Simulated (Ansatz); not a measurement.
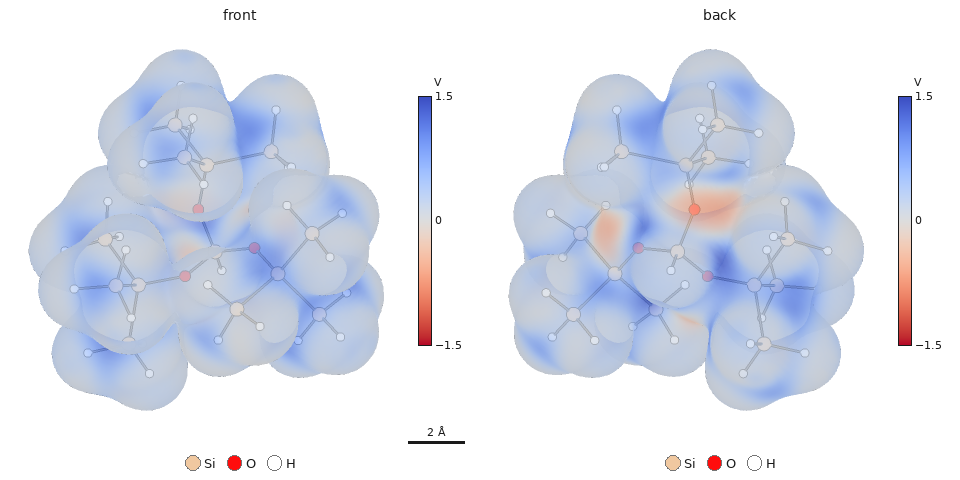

*H28O3Si13 (SMILES [SiH](O[Si]([SiH3])([SiH3])[SiH3])(O[Si]([SiH3])([SiH3])[SiH3])O[Si]([SiH3])([SiH3])[SiH3]). The electrostatic potential painted on the density surface at 0.002 e/bohr³, seen from the front and from behind; the colour scale runs from red (negative) to blue (positive).*

Method: Ansatz 0.2.0, DFT PBE, Gaussian basis def2-SVP.

Input file:

```
crystal:
  periodic: [false, false, false]
  atoms:
    - { symbol: Si, position_ang: [-1.219371, -0.007208, 0.387845] }
    - { symbol: O, position_ang: [-0.429524, 1.496651, 0.690252] }
    - { symbol: Si, position_ang: [-1.160589, 2.744727, -0.257181] }
    - { symbol: Si, position_ang: [-3.323239, 3.072422, 0.225116] }
    - { symbol: Si, position_ang: [-0.104226, 4.63689, 0.262365] }
    - { symbol: Si, position_ang: [-0.887591, 2.460516, -2.463746] }
    - { symbol: O, position_ang: [-0.642007, -1.209541, 1.486105] }
    - { symbol: Si, position_ang: [1.090127, -1.25157, 1.491262] }
    - { symbol: Si, position_ang: [1.679392, -3.161071, 2.47749] }
    - { symbol: Si, position_ang: [1.945379, 0.401575, 2.73338] }
    - { symbol: Si, position_ang: [2.072949, -1.268617, -0.526983] }
    - { symbol: O, position_ang: [-0.928629, -0.505046, -1.238382] }
    - { symbol: Si, position_ang: [-2.075179, -1.711837, -1.696511] }
    - { symbol: Si, position_ang: [-1.973162, -3.556992, -0.430068] }
    - { symbol: Si, position_ang: [-1.544116, -2.330672, -3.769052] }
    - { symbol: Si, position_ang: [-4.169606, -0.922784, -1.779416] }
    - { symbol: H, position_ang: [-2.654719, 0.145217, 0.650967] }
    - { symbol: H, position_ang: [-4.131302, 1.960825, -0.292225] }
    - { symbol: H, position_ang: [-3.482656, 3.168234, 1.683032] }
    - { symbol: H, position_ang: [-3.768678, 4.323698, -0.404529] }
    - { symbol: H, position_ang: [1.322531, 4.49928, -0.06392] }
    - { symbol: H, position_ang: [-0.686951, 5.742647, -0.51142] }
    - { symbol: H, position_ang: [-0.263216, 4.900651, 1.699664] }
    - { symbol: H, position_ang: [-1.815671, 1.433996, -2.957472] }
    - { symbol: H, position_ang: [0.497873, 2.046332, -2.728982] }
    - { symbol: H, position_ang: [-1.172555, 3.728066, -3.152723] }
    - { symbol: H, position_ang: [3.14594, -3.229793, 2.557001] }
    - { symbol: H, position_ang: [1.173114, -4.292335, 1.685992] }
    - { symbol: H, position_ang: [1.106434, -3.205546, 3.830666] }
    - { symbol: H, position_ang: [1.240071, 0.452954, 4.022178] }
    - { symbol: H, position_ang: [1.818092, 1.692056, 2.042518] }
    - { symbol: H, position_ang: [3.371645, 0.131062, 2.963696] }
    - { symbol: H, position_ang: [3.513924, -1.506898, -0.36069] }
    - { symbol: H, position_ang: [1.480099, -2.336956, -1.345631] }
    - { symbol: H, position_ang: [1.863209, 0.031285, -1.182177] }
    - { symbol: H, position_ang: [-2.80173, -4.607041, -1.039791] }
    - { symbol: H, position_ang: [-2.476296, -3.258717, 0.918815] }
    - { symbol: H, position_ang: [-0.576345, -4.007651, -0.350053] }
    - { symbol: H, position_ang: [-0.187733, -2.898098, -3.769198] }
    - { symbol: H, position_ang: [-2.506648, -3.338953, -4.235931] }
    - { symbol: H, position_ang: [-1.589812, -1.152322, -4.647236] }
    - { symbol: H, position_ang: [-4.177097, 0.355191, -2.505843] }
    - { symbol: H, position_ang: [-5.019232, -1.89478, -2.48185] }
    - { symbol: H, position_ang: [-4.690458, -0.724474, -0.419374] }
basis:
  gaussian: { orbitals: def2-SVP }
hamiltonian:
  xc: pbe
relax:
  f_tol: 0.004
  max_steps: 200
output:
  orbitals: {}
```

Run with:

```sh
ansatz run input.yaml --threads 4 --pin off --max-ram 10240MiB --backend cpu --events-out ev --progress --plain --runs-dir out
```

The fields are those of the relaxed geometry.

### Where is the surface potential most negative and most positive?

The most negative region (about −0.5 V, or −12 kcal/mol for a unit charge) lies over O2 and O7, the most positive (about +1.1 V, or +25 kcal/mol for a unit charge) over Si1, Si3 and Si13.
